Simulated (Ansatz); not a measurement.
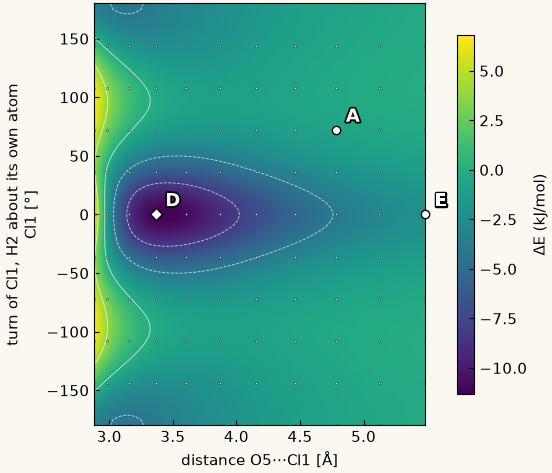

The pair ClH···CO₂. 
- The turn is about an axis along (−0.95, −0.31, 0.01) in the frame of the relaxed pair, normal to the line between the partners.
- First axis: distance O5···Cl1. Second axis: turn of Cl1, H2 about its own atom Cl1.
- Grid: 11 × 10 points.
- Points are written as (first, second).
- Energies are in kJ/mol, from the two partners far apart, frozen as in the relaxed pair, each in its own basis (no counterpoise correction).
- Computed with RKS PBE0-D4/def2-SVPD in Ansatz.

The picture shows a smooth colour map with a few white contour lines, dots at the grid points, lettered points. Between grid points the surface is interpolated.

Question: Is A the lowest point of the computed grid?

Answer: No. A lies 10.4 kJ/mol above the lowest grid point, which is at (3.364 Å, 0°).

Question: Rank the lettered points by energy, lowest first.

Answer: D (−11.2 kJ/mol), E (−2.1 kJ/mol), A (−0.8 kJ/mol).
